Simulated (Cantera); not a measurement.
Feed: 1 mol AlCl3, 3.4 mol N2O, 13 mol H2, at 13300 Pa.

Method: chemical equilibrium by Gibbs-energy minimisation in Cantera with the NASA 1993 tables (ideal gas, pure condensed phases). Candidate condensed phases: Al, AlCl3, AlN, Al2O3, H2O, NH4Cl; 45 gas species. The tables' values for AlCl2 are old estimates; treat these amounts as uncertain. Gases not in the tables: Al(OH)3. Rates play no part.

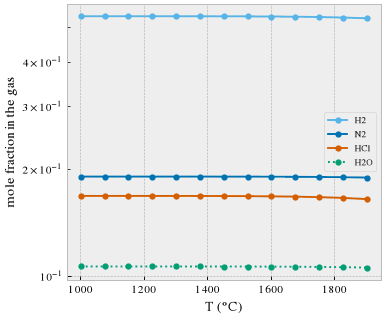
Equilibrium gas composition (values under 1e-9 drawn at 1e-9)

From 1002 °C to 1902 °C the condensed part is Al2O3(s).
